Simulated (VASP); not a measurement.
Band structure of Re (hcp). Method: r2SCAN meta-GGA, VASP's PBE PAW potentials (set 64) (plane waves; VASP 6.6.1).

Unless said otherwise, spin-orbit coupling is left out, though it shifts the bands of the heavy elements here.

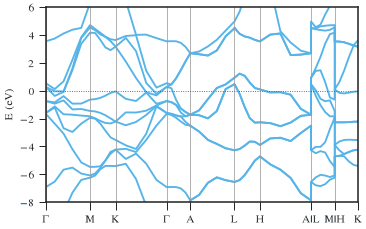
Bands along high-symmetry lines, zero at the valence-band maximum or, without a gap, the Fermi level

Q: Read the plot: is there a gap, and where are the band edges?

A: It has no gap at this level: it comes out as a metal or semimetal.

The compound is Re in the hcp structure. It was relaxed first.
